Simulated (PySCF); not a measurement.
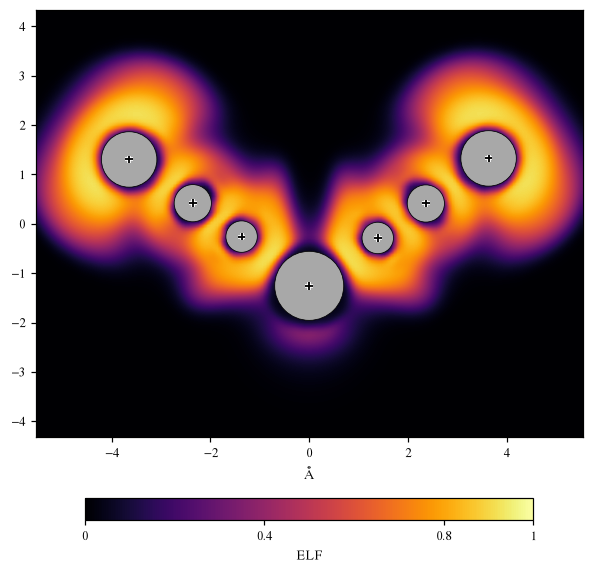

The electron localisation function on a plane through atoms (crosses mark nuclei in the plane; grey discs cover the cores).

The calculation used PBE0/def2-SVPD, SCF density, gas phase (PySCF 2.14.0).

Candidates:
A. Cl4O2Sn2
B. C2Cl2N2S2Si

Which system is this?

Answer. Candidate B: C2Cl2N2S2Si on the plane of atoms N2, Si1 and N5, which holds Si, N, C and S. C–N (1.20 Å): the ELF peaks at about 0.90 between the atoms: a short, multiple covalent bond. C–S (1.57 Å): the ELF peaks at about 0.90 between the atoms; a covalent bond.
